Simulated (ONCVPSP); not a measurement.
Run report: Tc, pseudopotential generation

System: technetium (Tc, Z = 43), core [Ar] 3d10, reference valence 4s2 4p6 4d5 5s1.5 (an ion of charge +0.5), valence charge 15.
Method: ONCV potential, LDA (Perdew-Zunger), scalar-relativistic, made with ONCVPSP 4.0.1.

**Key numbers**

- outcome: generated
- cutoffs needed: 27 Ha and 77 Ha (the cutoffs at which the residual kinetic energy of the hardest occupied pseudo-wave falls to 1 and 0.1 mHa per electron)
- ghost test: no bound ghost flagged; no localised positive-energy state flagged
- largest excitation error: +45 meV (all-electron minus pseudo) for 4s2 4p6 4d4 5s2 5p1, out of 4 test configurations
- range over which the phases arctan(r R′/R) at the test radius agree within 0.05 rad (a looser test near the poles than one of phase shifts): s: over the whole range computed; p: up to about 2.9 Ha; d: over the whole range computed; f: not judged, local potential alone
- hardware: 1 CPU thread, shared host
- wall time: 4.3 s

**Input file**
```
# ATOM AND REFERENCE CONFIGURATION
# atsym  z   nc   nv     iexc    psfile
  Tc 43.00    6    4        3      upf
#
#   n    l    f
    1    0    2.00
    2    0    2.00
    2    1    6.00
    3    0    2.00
    3    1    6.00
    3    2   10.00
    4    0    2.00
    4    1    6.00
    4    2    5.00
    5    0    1.50
#
# PSEUDOPOTENTIAL AND OPTIMIZATION
# lmax
    2
#
#   l,   rc,      ep,       ncon, nbas, qcut
    0    1.95    0.00    4    8    6.90
    1    1.30    0.00    4    8    7.70
    2    2.20    0.00    4    8    7.70
#
# LOCAL POTENTIAL
# lloc, lpopt,  rc(5),   dvloc0
    4    2    1.15    0.00
#
# VANDERBILT-KLEINMAN-BYLANDER PROJECTORs
# l, nproj, debl
    0    2    1.80
    1    1    1.90
    2    2    1.80
#
# MODEL CORE CHARGE
# icmod, fcfact, rcfact
    0    0.00    0.00
#
# LOG DERIVATIVE ANALYSIS
# epsh1, epsh2, depsh
   -4.00    5.00    0.02
#
# OUTPUT GRID
# rlmax, drl
    6.00    0.01
#
# TEST CONFIGURATIONS
# ncnf
    4
# nvcnf
#   n    l    f
    4
    4    0    2.00
    4    1    6.00
    4    2    5.00
    5    0    2.00
#
    4
    4    0    2.00
    4    1    6.00
    4    2    5.00
    5    0    1.00
#
    4
    4    0    2.00
    4    1    6.00
    4    2    5.00
    5    0    0.00
#
    5
    4    0    2.00
    4    1    6.00
    4    2    4.00
    5    0    2.00
    5    1    1.00
#
```

Launched with:
```bash
oncvpsp.x < Tc.dat > Tc.out
```

**The program's output (extracts)**
```
ONCVPSP  (Optimized Norm-Conservinng Vanderbilt PSeudopotential)
scalar-relativistic version 4.0.1

#   n    l    f        energy (Ha)
    1    0    2.00    -7.6600753E+02
    2    0    2.00    -1.0942972E+02
    2    1    6.00    -9.8024251E+01
    3    0    2.00    -1.9150921E+01
    3    1    6.00    -1.5407139E+01
    3    2   10.00    -9.3283722E+00
    4    0    2.00    -2.8317323E+00
    4    1    6.00    -1.8032937E+00
    4    2    5.00    -3.8301420E-01
    5    0    1.50    -3.0873824E-01

Reference configufation results
  iterations    22
  all-electron total energy (Ha)   -4.28113234D+03

Begin loop to  construct optimized pseudo wave functions
and semi-local pseudopoentials for all angular momenta

Calculating optimized projector #   1

 for l=   0

    Fraction of norm inside rc  0.979690
    Optimizing pswf for qcut=   6.90 a_B^-1,  ecut=  23.77 Ha
    Residual kinetic energy error=  2.60D-07 Ha

    Energy error per electron        Cutoff
         Ha          eV             Ha
         0.01000     0.27211        7.98
         0.00100     0.02721       14.18
         0.00010     0.00272       17.76
         0.00001     0.00027       20.26

Calculating optimized projector #   2

 for l=   0

    Fraction of norm inside rc  0.111803
    Optimizing pswf for qcut=   6.90 a_B^-1,  ecut=  23.77 Ha
    Residual kinetic energy error=  1.12D-06 Ha

    Energy error per electron        Cutoff
         Ha          eV             Ha
         0.01000     0.27211        4.52
         0.00100     0.02721       13.82
         0.00010     0.00272       18.22
         0.00001     0.00027       21.15

Calculating optimized projector #   1

 for l=   1

    Fraction of norm inside rc  0.666742
    Optimizing pswf for qcut=   7.70 a_B^-1,  ecut=  29.62 Ha
    Residual kinetic energy error=  4.43D-04 Ha

    Energy error per electron        Cutoff
         Ha          eV             Ha
         0.01000     0.27211       17.59
         0.00100     0.02721       26.78
         0.00010     0.00272       76.79
         0.00001     0.00027      122.63

   Wellstate for l =  2  n =  6
     eigenvalue =   1.4170
     asymptotic potential =   1.9170
     half-point radius =  4.3853

Calculating optimized projector #   1

 for l=   2

    Fraction of norm inside rc  0.786309
    Optimizing pswf for qcut=   7.69 a_B^-1,  ecut=  29.58 Ha
    Residual kinetic energy error=  3.85D-08 Ha

    Energy error per electron        Cutoff
         Ha          eV             Ha
         0.01000     0.27211       14.53
         0.00100     0.02721       18.57
         0.00010     0.00272       21.89
         0.00001     0.00027       24.76

Calculating optimized projector #   2

 for l=   2

    Fraction of norm inside rc  0.149481
    Optimizing pswf for qcut=   7.69 a_B^-1,  ecut=  29.58 Ha
    Residual kinetic energy error=  2.79D-07 Ha

    Energy error per electron        Cutoff
         Ha          eV             Ha
         0.01000     0.27211       14.88
         0.00100     0.02721       19.36
         0.00010     0.00272       23.02
         0.00001     0.00027       25.90

Construct Vanderbilt / Kleinmman-Bylander projectors

B matrix Hermiticity error, ll=   0
   1   2    2.6344E-04

  Orthonormal projector coefficients  5.9384E+00  1.5296E+00

B matrix Hermiticity error, ll=   2
   1   2   -1.3628E-04

  Orthonormal projector coefficients  1.3937E+00 -3.7585E-01

Pseudoatom total energy  -80.533416

Diagnostic tests using Vanderbilt-Kleinman-Bylander pseudopotentials
  1 or more projectors used as specified by nproj input data

   l    rcore       rmatch      e in        delta e   norm test  slope test

   0   1.9500277   2.0092347  -2.8317323   0.0000020   1.0001707   1.0001534
   0   1.9500277   2.0092347  -0.3087382   0.0000017   1.0000252   1.0000194

   1   1.3060989   1.3457549  -1.8032937  -0.0000217   0.9999953   1.0000236

   2   2.2110490   2.2781813  -0.3830142  -0.0000019   1.0000670   1.0000718
   2   2.2110490   2.2781813   1.4169858   0.0000225   1.0000811   1.0000811

 Testing for bound ghosts
   n   l    E NL Schr. Eq   E Basis Diag.   E Cutoff

   1   0       -2.831730       -2.831729     69.76
   2   0       -0.308736       -0.289613     69.76

   2   1       -1.803315       -1.802911    130.28

   3   2       -0.383016       -0.382716     70.56

 Testing for highly-localized positive-energy ghosts
       l    <radius>/rc     E Basis Diag.   E Cutoff

Test configuration 0

   n   l     f        eae           eps        diff
   1   0  2.0000 -766.00753344
   2   0  2.0000 -109.42972172
   2   1  6.0000  -98.02425092
   3   0  2.0000  -19.15092055
   3   1  6.0000  -15.40713908
   3   2 10.0000   -9.32837224
   4   0  2.0000   -2.83173231   -2.83173026    2.05D-06
   4   1  6.0000   -1.80329373   -1.80331541   -2.17D-05
   4   2  5.0000   -0.38301420   -0.38301606   -1.87D-06
   5   0  1.5000   -0.30873824   -0.30873650    1.74D-06

    Total energies and differences
      AE_ref= -4.28113234D+03  AE_tst= -4.28113234D+03  dif=  0.00D+00
      PS_ref= -8.05334161D+01  PS_tst= -8.05334161D+01  dif= -4.69D-13
      PSP excitation error=  4.69D-13

Test configuration 1

   n   l     f        eae           eps        diff
   1   0  2.0000 -765.87236936
   2   0  2.0000 -109.29592978
   2   1  6.0000  -97.89036673
   3   0  2.0000  -19.01677712
   3   1  6.0000  -15.27300157
   3   2 10.0000   -9.19434457
   4   0  2.0000   -2.69696239   -2.69655790    4.04D-04
   4   1  6.0000   -1.66832678   -1.66818482    1.42D-04
   4   2  5.0000   -0.25032220   -0.25030892    1.33D-05
   5   0  2.0000   -0.19353340   -0.19352636    7.04D-06

    Total energies and differences
      AE_ref= -4.28113234D+03  AE_tst= -4.28125756D+03  dif= -1.25D-01
      PS_ref= -8.05334161D+01  PS_tst= -8.06586496D+01  dif= -1.25D-01
      PSP excitation error=  1.82D-05

Test configuration 2

   n   l     f        eae           eps        diff
   1   0  2.0000 -766.15446047
   2   0  2.0000 -109.57495093
   2   1  6.0000  -98.16959478
   3   0  2.0000  -19.29647518
   3   1  6.0000  -15.55268519
   3   2 10.0000   -9.47379221
   4   0  2.0000   -2.97762909   -2.97817117   -5.42D-04
   4   1  6.0000   -1.94927877   -1.94951935   -2.41D-04
   4   2  5.0000   -0.52575797   -0.52578730   -2.93D-05
   5   0  1.0000   -0.43094591   -0.43096768   -2.18D-05

    Total energies and differences
      AE_ref= -4.28113234D+03  AE_tst= -4.28094770D+03  dif=  1.85D-01
      PS_ref= -8.05334161D+01  PS_tst= -8.03487447D+01  dif=  1.85D-01
      PSP excitation error= -3.29D-05

Test configuration 3

   n   l     f        eae           eps        diff
   1   0  2.0000 -766.47824073
   2   0  2.0000 -109.89430606
   2   1  6.0000  -98.48924925
   3   0  2.0000  -19.61638331
   3   1  6.0000  -15.87256778
   3   2 10.0000   -9.79337273
   4   0  2.0000   -3.29724329   -3.29934546   -2.10D-03
   4   1  6.0000   -2.26865735   -2.26953882   -8.81D-04
   4   2  5.0000   -0.83555809   -0.83570904   -1.51D-04

    Total energies and differences
      AE_ref= -4.28113234D+03  AE_tst= -4.28038902D+03  dif=  7.43D-01
      PS_ref= -8.05334161D+01  PS_tst= -7.97899030D+01  dif=  7.44D-01
      PSP excitation error= -1.89D-04

Test configuration 4

   n   l     f        eae           eps        diff
   1   0  2.0000 -766.06032683
   2   0  2.0000 -109.49292671
   2   1  6.0000  -98.08660763
   3   0  2.0000  -19.21000503
   3   1  6.0000  -15.46621326
   3   2 10.0000   -9.38842076
   4   0  2.0000   -2.87522385   -2.87180799    3.42D-03
   4   1  6.0000   -1.83979305   -1.83714804    2.65D-03
   4   2  4.0000   -0.38992215   -0.38808469    1.84D-03
   5   0  2.0000   -0.25811706   -0.25737364    7.43D-04
   5   1  1.0000   -0.09705119   -0.09781921   -7.68D-04

    Total energies and differences
      AE_ref= -4.28113234D+03  AE_tst= -4.28101492D+03  dif=  1.17D-01
      PS_ref= -8.05334161D+01  PS_tst= -8.04176383D+01  dif=  1.16D-01
      PSP excitation error=  1.65D-03
```

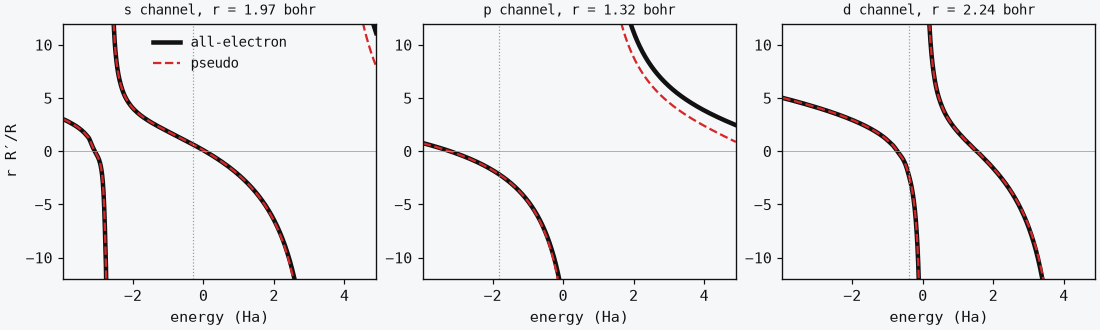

Logarithmic derivatives r R′/R at the test radius against energy, all-electron atom (solid) and pseudo-atom (dashed). Here R(r) is the radial function. The dotted line marks the reference energy of the channel. Not drawn: f: not judged.

- Zeros of the logarithmic derivative: s: all-electron -3.1 and 0.0 Ha, pseudo -3.1 and 0.0 Ha; p: all-electron -3.2 Ha, pseudo -3.2 Ha; d: all-electron -0.7 and 1.5 Ha, pseudo -0.7 and 1.5 Ha.
- Ghost states: the plot shows none: pseudo and all-electron curves have the same branches in all channels drawn. The separate test gives: no bound ghost flagged; no localised positive-energy state flagged.

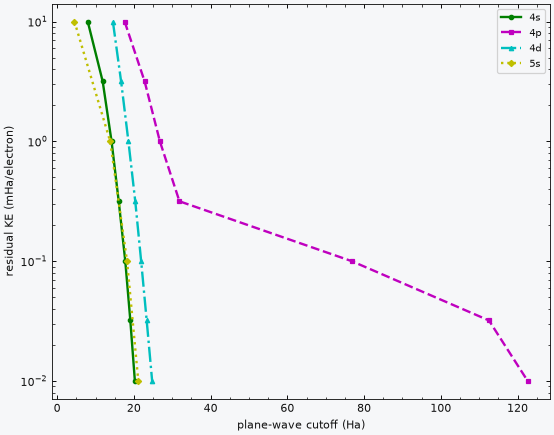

Residual kinetic energy of the pseudo-waves (the first of each channel, and further valence shells) beyond the plane-wave cutoff, as the generator prints it.

- Cutoffs for the occupied states: 27 Ha for 1 mHa and 77 Ha for 0.1 mHa per electron. The first is set by 4p.
- Hardest wave at 1 mHa per electron: 4p, with rc = 1.30 bohr and qcut = 7.7 1/bohr. The optimisation minimises, but can't always remove, the kinetic energy above qcut²/2 = 29.6 Ha, and a larger rc would as a rule soften the wave at some cost in transferability.
- Cutoffs for 1 mHa per electron: 4p: 27 Ha; 4d: 19 Ha; 4s: 14 Ha; 5s: 14 Ha.

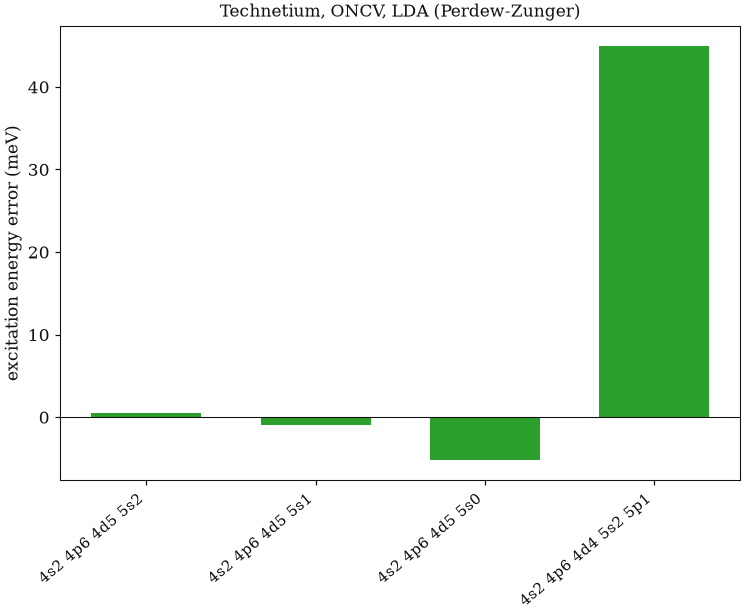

Errors, all-electron minus pseudo, of the energies of valence configurations relative to the unpolarised reference 4s2 4p6 4d5 5s1.5.

- Worst configuration: 4s2 4p6 4d4 5s2 5p1 (neutral): the error is +45 meV on an all-electron energy of +3.20 eV relative to the reference, or 1.4 %.
- Configurations within 10 meV and within 50 meV: 3 and 4 of 4.
- Errors in meV: 4s2 4p6 4d5 5s2: +0.5; 4s2 4p6 4d5 5s1: -0.9; 4s2 4p6 4d5 5s0: -5.1; 4s2 4p6 4d4 5s2 5p1: +45.

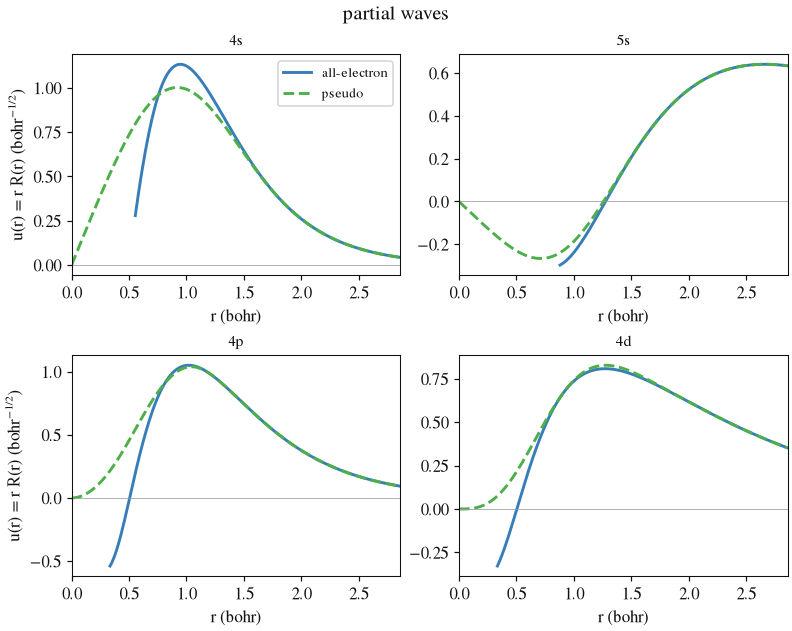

All-electron valence functions (solid) with their pseudo partners (dashed). The innermost oscillations of some all-electron curves aren't drawn. Reference configuration 4s2 4p6 4d5 5s1.5.

- Matching radii: 4s at 1.95 bohr; 5s at 1.95 bohr; 4p at 1.30 bohr; 4d at 2.20 bohr. The curves merge smoothly, so the plot gives these only roughly.
- Nodes of the pseudo-waves: 4s has no node; 5s has a node at about 1.3 bohr; 4p has no node; 4d has no node. A node in 5s is expected, since a lower shell of the same l is also in the valence and the two must stay orthogonal.

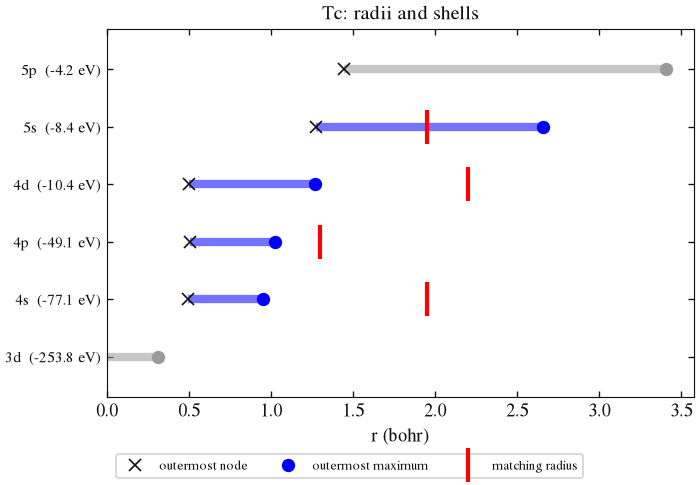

Outer shells of the all-electron reference atom: each bar runs from the outermost node (or the nucleus) to the outermost maximum of u(r); the tick is the radius chosen for the pseudo-wave. Shells without a tick have no pseudo-wave of their own. Levels, nodes and maxima are from ld1.x, scalar-relativistic.

- Radii against the shells: 4s: 1.95 bohr, outside the maximum; 4p: 1.30 bohr, outside the maximum; 4d: 2.20 bohr, outside the maximum; 5s: 1.95 bohr, between node and maximum.
